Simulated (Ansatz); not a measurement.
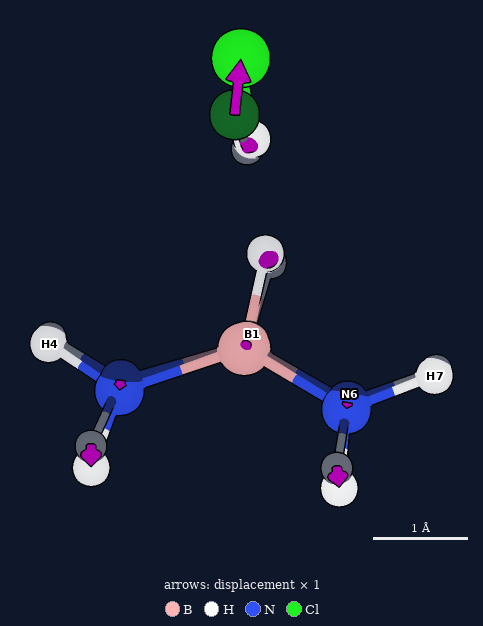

This is a relaxation of BN$_{2}$H$_{6}$Cl. The starting structure is drawn faded, the final one solid; purple arrows show the displacements, at their true length. The two geometries are superimposed by the best rigid fit.

A ball-and-stick model, seen at a tilt.

The run prepares an end point of a later path (reaction) calculation, from a guessed geometry.

These are results of RKS B3LYP-D4/def2-SVP (Ansatz 0.2.0), not measurements.

Input file:
```yaml
crystal:
  periodic: [false, false, false]
  atoms:
    - { symbol: B, position_ang: [-0.032424, -0.230334, -0.160647] }
    - { symbol: H, position_ang: [-0.051331, -0.678667, 0.954908] }
    - { symbol: "N", position_ang: [1.226495, -0.005552, -0.758873] }
    - { symbol: H, position_ang: [2.096738, -0.146502, -0.26548] }
    - { symbol: H, position_ang: [1.349889, 0.387481, -1.683892] }
    - { symbol: "N", position_ang: [-1.265828, -0.059959, -0.822047] }
    - { symbol: H, position_ang: [-2.150964, -0.18117, -0.349606] }
    - { symbol: H, position_ang: [-1.354263, 0.346035, -1.745584] }
    - { symbol: Cl, position_ang: [-0.167015, 2.39517, 1.436455] }
    - { symbol: H, position_ang: [-0.037096, 1.074496, 1.564468] }
basis:
  gaussian: { orbitals: def2-SVP }
hamiltonian:
  xc: b3lyp
  dispersion: d4
relax:
  f_tol: 0.03
  max_steps: 50
```

Run as
```bash
ansatz run input.yaml --threads 2 --pin off --max-ram 3072MiB --backend cpu --events-out ev --progress --plain --runs-dir out
```

**Atoms of which element are displaced furthest, and by how much?**

Chlorine: up to 0.63 Å, against 0.29 Å for hydrogen.

**What did the optimiser do to the structure, and how much energy did it gain?**

After 8 accepted moves (11 points after the start) the energy has fallen by 11.6 kJ/mol. Largest force component: 1 eV/Å at the start, 0.022 eV/Å at the end. The line search rejected the trial steps at points 3, 6, 10 of the run. The forces were under the threshold at step 8, but the run went on from there. The largest move after the best rigid fit is that of Cl9, 0.63 Å. By element the largest moves are Cl 0.63 Å, H 0.29 Å, N 0.11 Å, B 0.08 Å. Some distances before and after: Cl9–H10 1.333 → 1.300 Å, B1–H2 1.202 → 1.218 Å. The run took 28 s on 2 threads of Arm Neoverse V1, with other jobs on the host, peak memory 0.18 GiB.
